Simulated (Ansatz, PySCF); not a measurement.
CH5N (SMILES CN) and CH2O2 (SMILES O=CO) are pulled apart as rigid monomers along the line of their centres of mass, from the B3LYP-D3(BJ)/def2-TZVP minimum. Starting geometry (charge 0, multiplicity 1):
```xyz
12

C     -0.282     0.217     0.097
N      0.802    -0.514     0.770
H      0.040     1.241    -0.093
H     -1.142     0.246     0.765
H     -0.591    -0.233    -0.851
H      1.623    -0.580     0.181
H      0.500    -1.458     0.990
O     -0.980    -0.803     3.325
C     -0.180    -0.065     3.851
O      0.893     0.451     3.279
H     -0.267     0.265     4.897
H      0.948     0.115     2.315
```

Interaction energies with rigid monomers; basis-set methods are counterpoise corrected unless marked otherwise.

Rows in 6-31G* carry no dispersion term and start afresh at each structure (6-31G* with six Cartesian d functions). MP2/6-31G* freezes PySCF's default core.

Codes used: Ansatz (a program for electronic structure); PySCF for 6-31G* rows, the dispersion terms. Values without a source in brackets are computed.

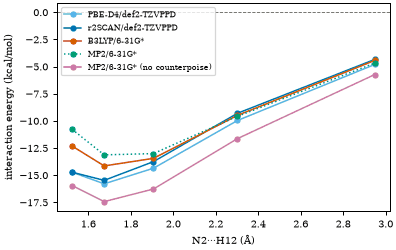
Figure: Interaction energy against separation

**Question.** Which level binds most strongly at N2···H12 = 1.67, and by how much?

**Answer.** MP2/6-31G* (no counterpoise), -17.4 kcal/mol.
